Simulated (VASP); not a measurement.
Band structure of Ir (fcc). All values below come from PBE GGA, VASP's PBE PAW potentials (set 64) (plane waves; VASP).

Unless said otherwise, spin-orbit coupling is left out, though it shifts the bands of the heavy elements here.

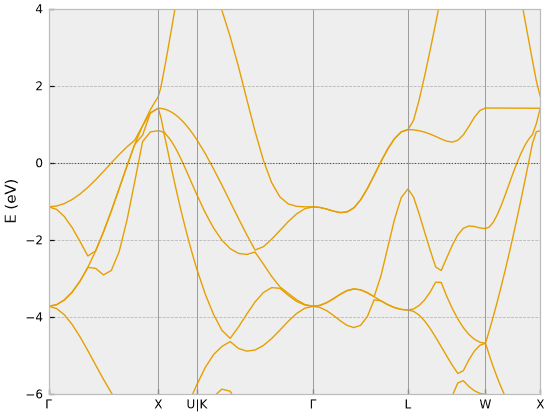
Figure. Bands along high-symmetry lines, zero at the valence-band maximum or, without a gap, the Fermi level

Q: Read the plot: is there a gap, and where are the band edges?

A: It has no gap at this level: it comes out as a metal or semimetal. (Edges off the drawn lines would not show.)

The compound is Ir in the fcc structure. It was relaxed first.
